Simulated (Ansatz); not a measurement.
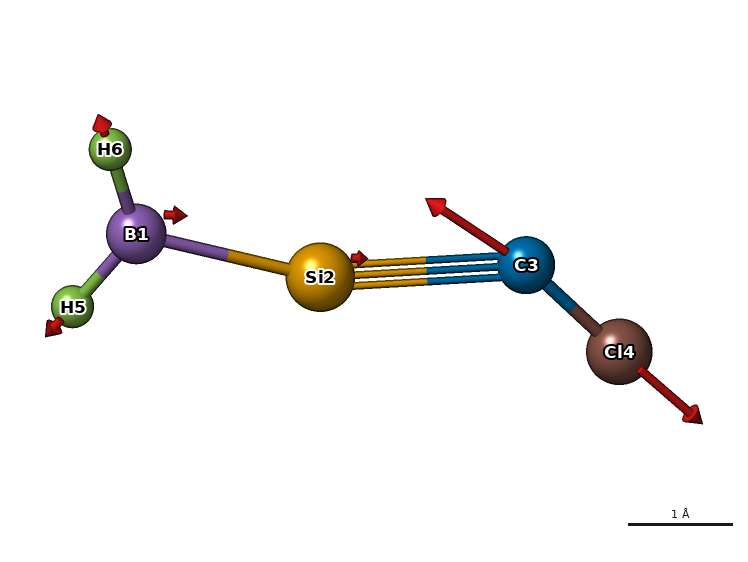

Arrows show the forces on the atoms, 0.05 Å of arrow for 1 eV/Å; forces under a tenth of the largest aren't drawn. Level of theory: PBE-D4/def2-TZVPP (Ansatz 0.2.0).

Q: On which atom is the force largest, and how large is it?

A: On C3: 20.74 eV/Å.

Q: Which bond do the forces act along most?

A: C3–Cl4, now 1.370 Å: the forces push its atoms apart, so a first step downhill lengthens it.

List the force components in the frame of the picture (x right, y up, z towards the viewer), in eV/Å.

```
atom      Fx      Fy     Fz
  B1    4.66   −0.24  −0.76
 Si2    3.31   −0.16  −0.81
  C3  −15.80   10.45   8.46
 Cl4   12.30  −10.66  −7.81
  H5   −3.07   −3.43  −2.06
  H6   −1.39    4.04   3.00
```
